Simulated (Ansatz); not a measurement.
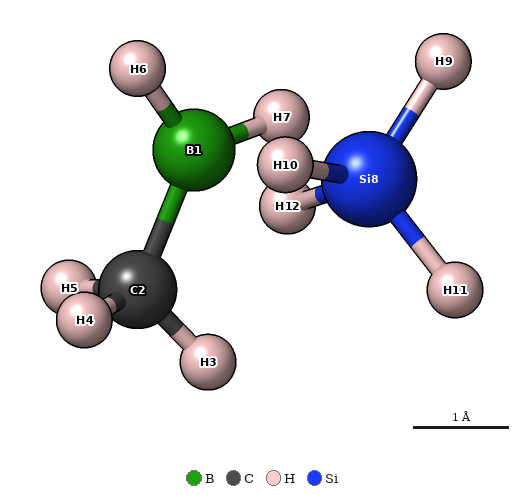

Fig. 1: The starting structure (ball-and-stick view, seen at a tilt; atoms are numbered from 1 in the order of the input). Bond lengths as drawn: B–C 1.59 Å, B–H 1.20 to 1.21 Å, C–H 1.09 to 1.10 Å and H–Si 1.48 to 1.49 Å.

**Run report: CH₉BSi, geometry relaxation (part 1 of 2)**

The run: geometry relaxation of CH₉BSi. Method and program: RKS PBE0-D4/6-31G* (Ansatz 0.2.0).

It belongs to a series of runs on one base structure; here: end point A relaxed. Figures and captions count atoms from 1; the log counts them from 0 in places.

## Input file
```yaml
crystal:
  periodic: [false, false, false]
  atoms:
    - { symbol: B, position_ang: [0.000826, 0.186805, 0.418416] }
    - { symbol: C, position_ang: [0.097352, 0.642967, 1.934619] }
    - { symbol: H, position_ang: [-0.831595, 0.51847, 2.500126] }
    - { symbol: H, position_ang: [0.922729, 0.183765, 2.489497] }
    - { symbol: H, position_ang: [0.305102, 1.726356, 1.919209] }
    - { symbol: H, position_ang: [1.001625, -0.073399, -0.207922] }
    - { symbol: H, position_ang: [-1.028639, 0.300518, -0.194885] }
    - { symbol: Si, position_ang: [-0.394082, -2.911124, 0.778254] }
    - { symbol: H, position_ang: [-0.869545, -3.162293, -0.60425] }
    - { symbol: H, position_ang: [0.959056, -3.487423, 0.981921] }
    - { symbol: H, position_ang: [-1.352242, -3.464068, 1.770587] }
    - { symbol: H, position_ang: [-0.308087, -1.455373, 1.02593] }
basis:
  gaussian: { orbitals: "6-31G*" }
hamiltonian:
  xc: pbe0
  dispersion: d4
relax:
  f_tol: 0.03
  max_steps: 50
output:
  orbitals: {}
```

Launched with:
```bash
ansatz run input.yaml --threads 1 --pin off --max-ram 2048MiB --backend cpu --events-out ev --progress --plain --runs-dir out
```

## Output
```
The last accepted step is kept in [file] (removed where the run ends without a failure and the disk answers)
Engine: ansatz 0.2.0, x86_64-unknown-linux-gnu
Functional definition: PBE0
  parameter a = 0.25
  parameter kappa = 0.804
  parameter beta = 0.06672455060314922
  exchange = (1 - a)*pbe_x(kappa = kappa, mu = beta*pi^2/3) + a*exact_x
  correlation = pbe_c(beta = beta)
803 factors; integrals over basis functions are off by at most 7.1e-4 eV
mean field evaluation 1: about -9726.8462 eV, gradient 3.6e1 eV
mean field evaluation 2: about -9726.4538 eV, gradient 3.7e1 eV
mean field evaluation 4: about -9729.9303 eV, gradient 4.0e-1 eV
mean field evaluation 8: about -9729.9432 eV, gradient 1.7e-2 eV
mean field -9729.94321393 eV, -357.5688179194 hartree, gradient 1.9e-5 eV, S^2 0.000000; 0 other end points of the search recorded, 0 dependent functions left out
the calculation of the forces begins
reference -9729.94323916 eV, -357.5688188466 hartree; 17, 17 occupied and 50, 50 virtual orbitals, 803 factors
relax step   1: F+E_penalty+E_count = -9730.09003420 eV  Δ(F+E_penalty+E_count) = +0.000e0 eV  max|allowed force component| = 3.768e-1 eV/Å  Δτ_max = 0.0000 Å  (23 SCF iters, accepted)
these checks for a lower state are left out or cut short: starts, cluster_reference, orbital_swaps, neighbouring_geometries, increment
803 factors; integrals over basis functions are off by at most 7.1e-4 eV
mean field evaluation 16: about -9729.8641 eV, gradient 4.4e0 eV
mean field -9729.97319034 eV, -357.5699195322 hartree, gradient 1.4e-5 eV, S^2 0.000000; 0 other end points of the search recorded, 0 dependent functions left out
[... from here on the field's lines of each further geometry are left out, up to the last ...]
relax step   2: F+E_penalty+E_count = -9730.11493050 eV  Δ(F+E_penalty+E_count) = -2.490e-2 eV  max|allowed force component| = 3.777e-1 eV/Å  Δτ_max = 0.1959 Å  (25 SCF iters, accepted)
relax step   3: F+E_penalty+E_count = -9730.06203242 eV  Δ(F+E_penalty+E_count) = +5.290e-2 eV  max|allowed force component| = 1.103e0 eV/Å  Δτ_max = 0.1465 Å  (23 SCF iters, rejected (line search))
relax step   4: F+E_penalty+E_count = -9730.12868768 eV  Δ(F+E_penalty+E_count) = -1.376e-2 eV  max|allowed force component| = 4.870e-2 eV/Å  Δτ_max = 0.0721 Å  (23 SCF iters, accepted)
relax step   5: F+E_penalty+E_count = -9730.13585759 eV  Δ(F+E_penalty+E_count) = -7.170e-3 eV  max|allowed force component| = 1.232e-1 eV/Å  Δτ_max = 0.1000 Å  (23 SCF iters, accepted)
relax step   6: F+E_penalty+E_count = -9730.14830412 eV  Δ(F+E_penalty+E_count) = -1.245e-2 eV  max|allowed force component| = 1.527e-1 eV/Å  Δτ_max = 0.1433 Å  (22 SCF iters, accepted)
relax step   7: F+E_penalty+E_count = -9730.15288405 eV  Δ(F+E_penalty+E_count) = -4.580e-3 eV  max|allowed force component| = 3.311e-1 eV/Å  Δτ_max = 0.1931 Å  (25 SCF iters, accepted)
relax step   8: F+E_penalty+E_count = -9730.17955522 eV  Δ(F+E_penalty+E_count) = -2.667e-2 eV  max|allowed force component| = 1.710e-1 eV/Å  Δτ_max = 0.0879 Å  (23 SCF iters, accepted)
relax step   9: F+E_penalty+E_count = -9730.21476691 eV  Δ(F+E_penalty+E_count) = -3.521e-2 eV  max|allowed force component| = 3.478e-1 eV/Å  Δτ_max = 0.1903 Å  (25 SCF iters, accepted)
relax step  10: F+E_penalty+E_count = -9730.24374847 eV  Δ(F+E_penalty+E_count) = -2.898e-2 eV  max|allowed force component| = 6.239e-1 eV/Å  Δτ_max = 0.1903 Å  (25 SCF iters, accepted)
relax step  11: F+E_penalty+E_count = -9730.24678851 eV  Δ(F+E_penalty+E_count) = -3.040e-3 eV  max|allowed force component| = 9.773e-1 eV/Å  Δτ_max = 0.1441 Å  (25 SCF iters, accepted)
relax step  12: F+E_penalty+E_count = -9730.29658863 eV  Δ(F+E_penalty+E_count) = -4.980e-2 eV  max|allowed force component| = 2.424e-1 eV/Å  Δτ_max = 0.0582 Å  (23 SCF iters, accepted)
relax step  13: F+E_penalty+E_count = -9730.30286066 eV  Δ(F+E_penalty+E_count) = -6.272e-3 eV  max|allowed force component| = 2.004e-1 eV/Å  Δτ_max = 0.0454 Å  (23 SCF iters, accepted)
relax step  14: F+E_penalty+E_count = -9730.30983201 eV  Δ(F+E_penalty+E_count) = -6.971e-3 eV  max|allowed force component| = 7.962e-2 eV/Å  Δτ_max = 0.0660 Å  (23 SCF iters, accepted)
relax step  15: F+E_penalty+E_count = -9730.31457400 eV  Δ(F+E_penalty+E_count) = -4.742e-3 eV  max|allowed force component| = 1.054e-1 eV/Å  Δτ_max = 0.1275 Å  (22 SCF iters, accepted)
relax step  16: F+E_penalty+E_count = -9730.31819424 eV  Δ(F+E_penalty+E_count) = -3.620e-3 eV  max|allowed force component| = 8.764e-2 eV/Å  Δτ_max = 0.0389 Å  (23 SCF iters, accepted)
relax step  17: F+E_penalty+E_count = -9730.32072708 eV  Δ(F+E_penalty+E_count) = -2.533e-3 eV  max|allowed force component| = 9.737e-2 eV/Å  Δτ_max = 0.0435 Å  (23 SCF iters, accepted)
relax step  18: F+E_penalty+E_count = -9730.32126474 eV  Δ(F+E_penalty+E_count) = -5.377e-4 eV  max|allowed force component| = 8.242e-2 eV/Å  Δτ_max = 0.0184 Å  (21 SCF iters, accepted)
relax step  19: F+E_penalty+E_count = -9730.32204227 eV  Δ(F+E_penalty+E_count) = -7.775e-4 eV  max|allowed force component| = 3.525e-2 eV/Å  Δτ_max = 0.0324 Å  (23 SCF iters, accepted)
the calculation of the forces begins
reference -9730.16081323 eV, -357.5768145464 hartree; 17, 17 occupied and 50, 50 virtual orbitals, 803 factors
relax step  20: F+E_penalty+E_count = -9730.32229874 eV  Δ(F+E_penalty+E_count) = -2.565e-4 eV  max|allowed force component| = 1.769e-2 eV/Å  Δτ_max = 0.0086 Å  (20 SCF iters, accepted)
803 factors; integrals over basis functions are off by at most 7.4e-4 eV
mean field evaluation 128: about -9730.1460 eV, gradient 5.2e-1 eV
```

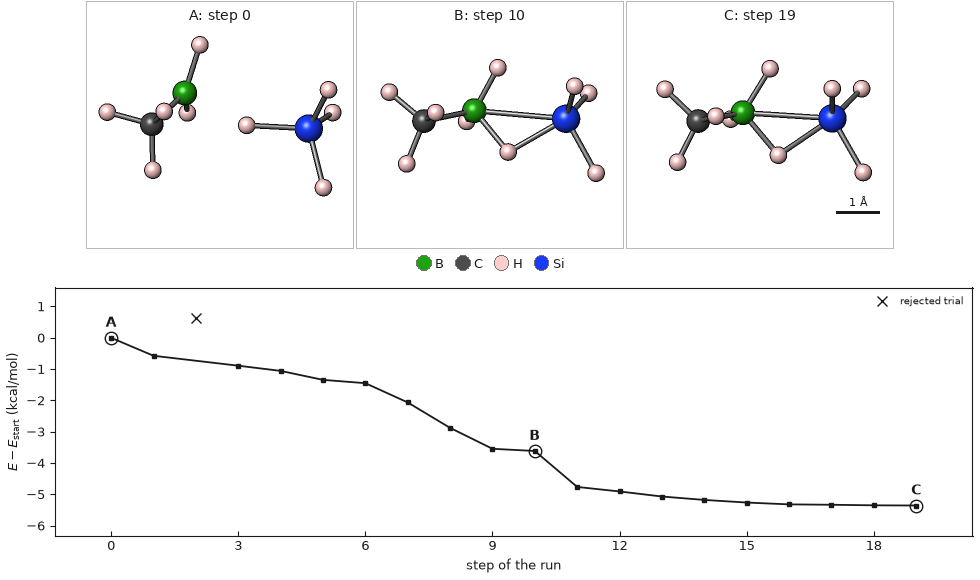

Fig. 2: Frames of the relaxation (ball-and-stick view, seen at a tilt) above the curves, on which the letters mark them (the first geometry is step 0 here and step 1 in the log).

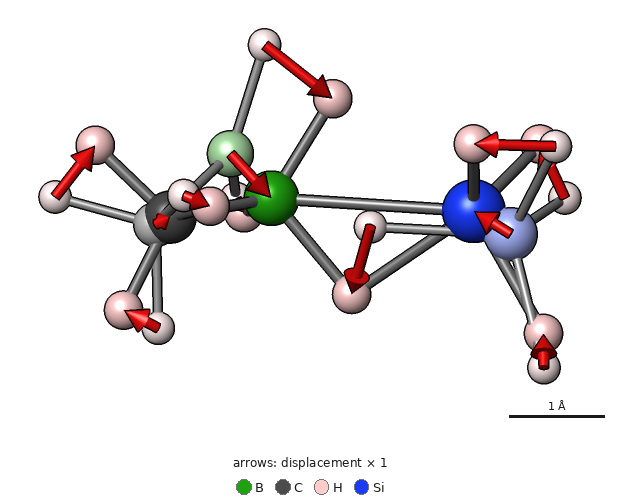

Fig. 3: Start (faint) and end (solid) with the displacements as red arrows, at true length (ball-and-stick view, seen at a tilt). The two geometries are laid on each other by the best rigid fit. After 19 geometry steps the energy has fallen by 5.36 kcal/mol. Largest force component: 0.38 eV/Å at the start, 0.018 eV/Å at the end. The line search rejected the trial step at point 2 (counted from 0) and went back. The atom that moves furthest after the best rigid fit is H6 (0.91 Å). Largest moves by element: H 0.91 Å, B 0.64 Å, Si 0.46 Å, C 0.19 Å. Among the contacts that change: B1–Si8 3.144 → 2.200 Å, B1–H12 1.778 → 1.320 Å, Si8–H12 1.479 → 1.621 Å, B1–H6 1.209 → 1.232 Å. New bonds form: B1–H12 (1.78 → 1.32 Å), B1–Si8 (3.14 → 2.20 Å). Among the angles that change: H11–Si8–H12 107.0° → 88.0°, H10–Si8–H12 107.8° → 120.1°, H6–B1–H7 117.7° → 107.2°. (Atoms are counted from 1 in the order of the input.)

```
mean field -9730.16078966 eV, -357.5768136801 hartree, gradient 2.5e-5 eV, S^2 0.000000; 1 other end points of the search recorded, 0 dependent functions left out
the calculation of the forces begins
reference -9730.16081323 eV, -357.5768145464 hartree; 17, 17 occupied and 50, 50 virtual orbitals, 803 factors
Total energy: -9730.32232231 eV, -357.5827498955 hartree
Atom 0 at    -0.405007    -0.303665     0.665868 Å, force    -0.010848    -0.011807     0.007908 eV/Å
Atom 1 at     0.215619     0.494693     1.902407 Å, force     0.010197     0.000923     0.006126 eV/Å
Atom 2 at    -0.553300     0.851016     2.597045 Å, force     0.001938    -0.002144    -0.001852 eV/Å
Atom 3 at     0.944616    -0.084338     2.483418 Å, force    -0.006100     0.009499    -0.008194 eV/Å
Atom 4 at     0.740707     1.381879     1.527540 Å, force    -0.008274    -0.010354     0.001946 eV/Å
Atom 5 at     0.435534    -0.807850    -0.081281 Å, force     0.002973    -0.001358    -0.005770 eV/Å
Atom 6 at    -1.263042     0.170360    -0.033204 Å, force     0.008897     0.002571     0.000209 eV/Å
Atom 7 at    -0.203530    -2.493972     0.666338 Å, force    -0.009837     0.003462    -0.004199 eV/Å
Atom 8 at    -0.384008    -2.876960    -0.753976 Å, force     0.002827     0.003715     0.017695 eV/Å
Atom 9 at     1.175909    -2.632856     1.188713 Å, force     0.005400    -0.004459    -0.003374 eV/Å
Atom 10 at    -1.056351    -3.419234     1.478966 Å, force     0.005552    -0.000157    -0.006048 eV/Å
Atom 11 at    -1.144648    -1.273872     1.169666 Å, force    -0.002726     0.010108    -0.004447 eV/Å
Dipole moment:     0.033766    -0.265976     0.034414 e Å
```

## Trajectory as extended XYZ (Å, eV, eV/Å), 9 of the 20 frames kept, from step=1 to step=20
```
12
Properties=species:S:1:pos:R:3:forces:R:3 step=1 energy=-9730.09003
B     0.0008    0.1868    0.4184    0.0884  -0.0971   0.3486
C     0.0974    0.6430    1.9346    0.0501   0.1804  -0.2519
H    -0.8316    0.5185    2.5001   -0.0036   0.0016  -0.0004
H     0.9227    0.1838    2.4895   -0.0119   0.0083  -0.0159
H     0.3051    1.7264    1.9192   -0.0029   0.0076  -0.0052
H     1.0016   -0.0734   -0.2079   -0.1051   0.0226   0.0661
H    -1.0286    0.3005   -0.1949    0.0199  -0.0120   0.0222
Si   -0.3941   -2.9111    0.7783    0.0002  -0.3768  -0.1148
H    -0.8695   -3.1623   -0.6042   -0.0042   0.0095  -0.0105
H     0.9591   -3.4874    0.9819    0.0048  -0.0130   0.0047
H    -1.3522   -3.4641    1.7706   -0.0065  -0.0080   0.0014
H    -0.3081   -1.4554    1.0259   -0.0293   0.2770  -0.0440
```
